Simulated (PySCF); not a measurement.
Vertical excitations of a molecule CH₁₀FNSi₃ from TDA-M06-2X/def2-SVPD run with PySCF, as energy in eV (oscillator strength): 5.91 (0.011), 6.34 (0.027), 6.78 (0.040), 7.18 (0.016), 7.29 (0.035), 7.52 (0.146). Lowest triplet (TDA): 5.56 eV. Geometry: B3LYP-D3(BJ)/def2-SVP. Other conformers were not sampled.

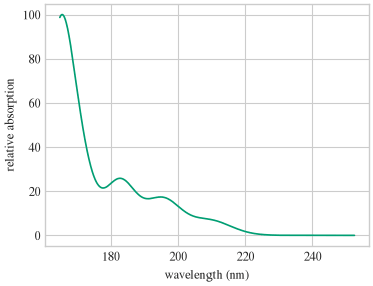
Figure: The lines broadened by 0.4 eV.

Identify the compound among the candidates.
(A) NC[SiH2][SiH2][SiH2]F
(B) CN([SiH2]F)[SiH2][SiH3]
(C) N[SiH2][Si@@H](F)C[SiH3]
(D) C[SiH2][Si@@H](F)[SiH2]N

C, N[SiH2][Si@@H](F)C[SiH3]
